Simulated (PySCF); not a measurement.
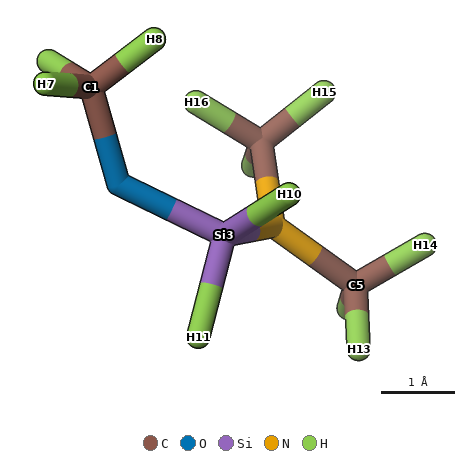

Fig. 1: The structure (stick view, seen at a tilt; atoms are numbered from 1 in the order of the input). Bond lengths as drawn: C–H 1.09 to 1.10 Å, C–N 1.44 Å, C–O 1.39 Å, H–Si 1.46 to 1.48 Å, N–Si 1.72 Å and O–Si 1.62 Å.

## C₃H₁₁NOSi: excited-state calculation

C₃H₁₁NOSi, SMILES CO[SiH2]N(C)C, computed with TDDFT PBE0/def2-SVPD, vertical, gas phase, core orbitals frozen in the response (PySCF 2.14.0).

The geometry comes from this level: GFN2-xTB.

### Log
```
coarse grid: 13856 points
cycle   1  E = -539.6015676938  dE =  5.263e-01  |g| = 6.512e-01  |ddm| = 5.547e+00
cycle   2  E = -539.4770403607  dE =  1.245e-01  |g| = 1.029e+00  |ddm| = 1.858e+00
cycle   3  E = -539.6869076169  dE = -2.099e-01  |g| = 7.236e-02  |ddm| = 1.074e+00
cycle   4  E = -539.6876509043  dE = -7.433e-04  |g| = 3.956e-02  |ddm| = 1.268e-01
cycle   5  E = -539.6880046655  dE = -3.538e-04  |g| = 1.053e-02  |ddm| = 5.504e-02
cycle   6  E = -539.6880264808  dE = -2.182e-05  |g| = 3.267e-03  |ddm| = 1.407e-02
cycle   7  E = -539.6880287124  dE = -2.232e-06  |g| = 3.131e-04  |ddm| = 4.048e-03
final grid: 126848 points
cycle   8  E = -539.7607442273  dE = -3.185e-05  |g| = 9.758e-03  |ddm| = 1.029e-01
cycle   9  E = -539.7607264992  dE =  1.773e-05  |g| = 1.355e-02  |ddm| = 2.664e-02
cycle  10  E = -539.7607650272  dE = -3.853e-05  |g| = 1.540e-03  |ddm| = 1.421e-02
cycle  11  E = -539.7607655368  dE = -5.096e-07  |g| = 1.467e-04  |ddm| = 1.665e-03
cycle  12  E = -539.7607655415  dE = -4.673e-09  |g| = 4.434e-05  |ddm| = 3.644e-04
cycle  13  E = -539.7607655420  dE = -5.216e-10  |g| = 1.180e-05  |ddm| = 1.206e-04
```

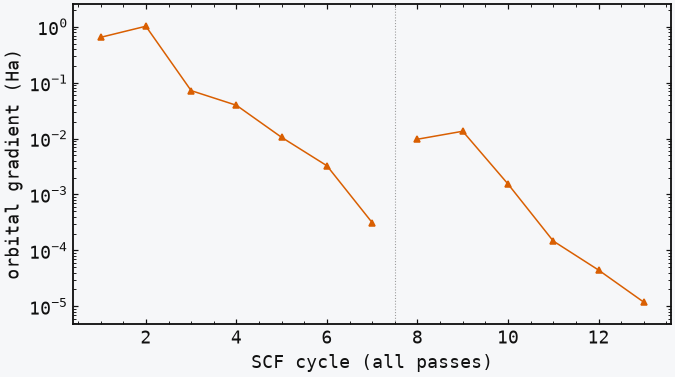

Fig. 2: Convergence of the self-consistent field: orbital gradient against the SCF cycle. The dotted line marks the change from a coarse to the final integration grid. The first 7 cycles use a coarse grid, the final grid takes over at cycle 8, and the field converges after 13 cycles in all.

```
converged SCF energy = -539.7607655420

Static polarisability (au): isotropic 75.703, principal 65.346 76.159 85.605

Singlet excitations
state   eV       nm        f      main configurations
  1   5.5172    224.7   0.00675   H->L 0.89
  2   5.7269    216.5   0.01566   H->L+1 0.94
  3   6.5207    190.1   0.01627   H->L+2 0.61, H->L+3 0.16, H->L+4 0.16
  4   6.7268    184.3   0.02079   H->L+3 0.78, H->L+2 0.17
  5   6.8023    182.3   0.00214   H->L+4 0.82, H->L+2 0.13
  6   7.2456    171.1   0.02517   H->L+5 0.81, H->L+6 0.13

Triplet excitations (Tamm-Dancoff, eV): 5.3878 5.5724
```

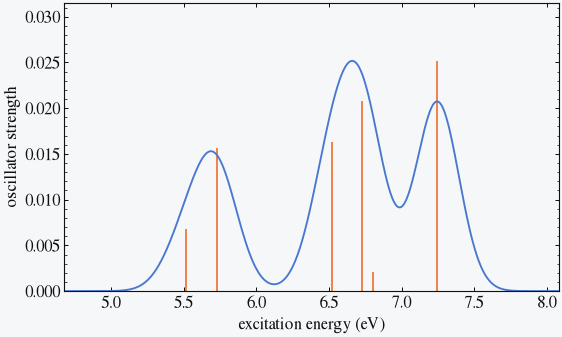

Fig. 3: Computed excitations as sticks (degenerate states added up, dark ones marked on the axis), with a Gaussian envelope of 0.35 eV full width at half maximum, scaled to the tallest. Of the 6 states the lowest lies at 5.52 eV (f = 0.007); the strongest line is at 7.25 eV, or 171 nm (f = 0.025).

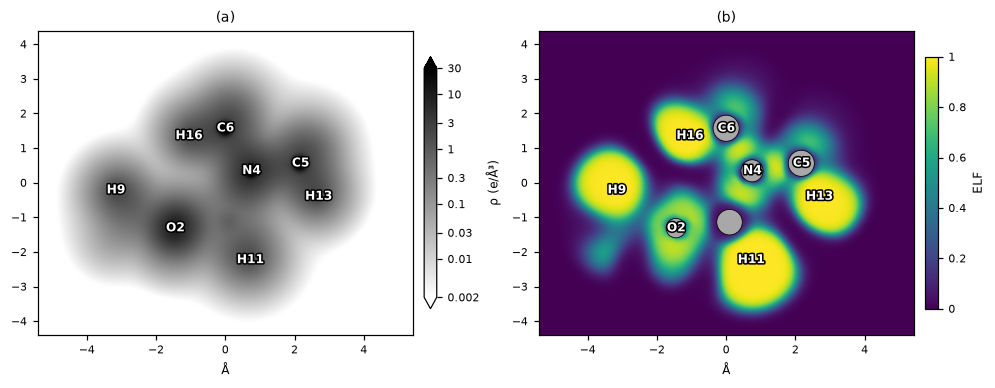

Fig. 4: (a) electron density; (b) ELF on the plane of atoms N4, C5 and H13. Grey discs, where drawn, cover atomic cores. The section cuts through O, N, C and H sites. C–N (1.44 Å): ρ is about 2 e/Å³ halfway; the ELF peaks at about 0.95 between the atoms (localised, shared-pair bonding).

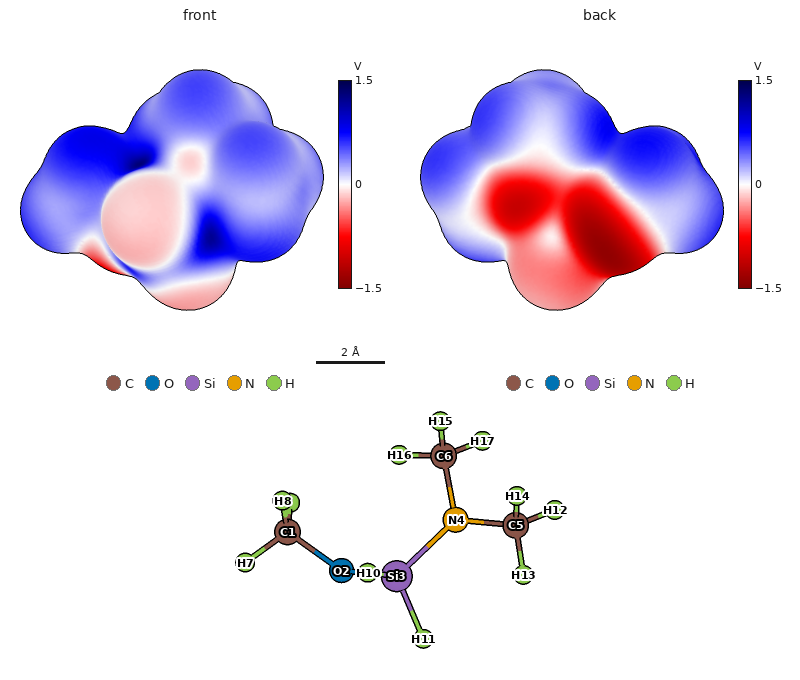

Fig. 5: The electrostatic potential painted on the density surface at 0.002 e/bohr³, seen at a tilt and from behind; the colour scale runs from red (negative) to blue (positive). The bare structure is drawn below in the same view. A positive charge is drawn to the negative regions and a negative charge to the positive ones.

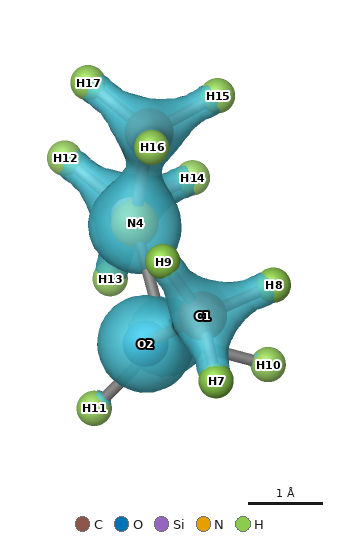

Fig. 6: Isosurface of the electron density at 1.5 e/Å³ (cyan), seen at an oblique angle. At this value the surface falls into five separate pieces. It is pinched off along the Si–O (1.62 Å) and Si–N (1.72 Å) contacts. On the grid the lowest density along these lines, outside the cores, is 1.7 e/Å³ (C–O, 1.39 Å), 1.8 e/Å³ (C–N, 1.44 Å), 0.98 e/Å³ (Si–O, 1.62 Å) and 0.93 e/Å³ (Si–N, 1.72 Å).

This output came from the following input.

### The input
```
{"job": {"kind": "uv", "xc": "PBE0", "basis": "def2-SVPD", "nstates": 6, "ntriplets": 2}, "charge": 0, "multiplicity": 1}
C      2.656329     0.495377     0.117588
O      1.821076    -0.614921     0.024629
Si     0.441415    -0.858652    -0.783792
N     -0.915922    -0.287982     0.106206
C     -2.248423    -0.673345    -0.277866
C     -0.895813     0.890830     0.935863
H      3.652490     0.217441    -0.236951
H      2.295443     1.336131    -0.478483
H      2.733251     0.807527     1.162958
H      0.537190    -0.249973    -2.124998
H      0.393985    -2.312865    -0.811031
H     -2.864653    -0.832183     0.611901
H     -2.205350    -1.597548    -0.846868
H     -2.732270     0.093157    -0.896096
H     -1.296036     1.768817     0.411511
H      0.123620     1.104878     1.244121
H     -1.503329     0.725342     1.831398
```

The first line tells a small driver script what to run in PySCF; the rest is the geometry in Å.

Launched with:
```bash
OMP_NUM_THREADS=1 python <driver script> task.json out
```

### Results in brief

- outcome: converged
- total energy: −539.760766 hartree
- HOMO: −6.24 eV
- LUMO: 0.50 eV
- dipole moment: 1.51 D
- mean polarisability: 75.70 a.u.
- lowest singlet excitation: 5.52 eV
- hardware: 1 CPU thread, shared host
- wall time: 39 s
- peak memory: 0.87 GiB
